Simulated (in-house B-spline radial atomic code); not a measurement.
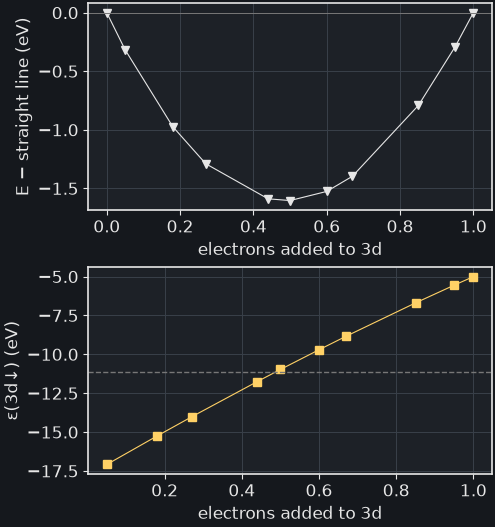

Method: scalar-relativistic (spin-free one-electron X2C) TPSS, spin-polarised, spherical fractional occupations, Fermi nucleus, basis-set limit; computed with an in-house B-spline radial code. The occupation of the 3d shell is varied from Fe⁺ ([Ar] 3d5 4s2 (high spin)) to Fe ([Ar] 3d6 4s2 (high spin)), with spherical fractional occupations. The plot shows the total energy less the straight line between the end points, and the eigenvalue of 3d↓ (the dashed line is minus the energy to take the whole electron out).

> Is the energy convex or concave in the occupation, and by how much?

The curve is convex (below the straight line), with the largest deviation among the points computed, −1.60 eV, at 0.5. The end points differ by 11.1 eV, the energy to take the electron out. The eigenvalue, which is the slope of the energy (Janak's theorem), moves from −17.1 eV at 0.05 to −5.00 eV at 1; for a straight line it would stay constant, and a parabola would sag by an eighth of this change, scaled to a whole electron, 1.59 eV. Convexity is the mark of the delocalisation error, which puts fractional charges too low; for p, d and f shells the spherical spreading of the fraction adds to it.
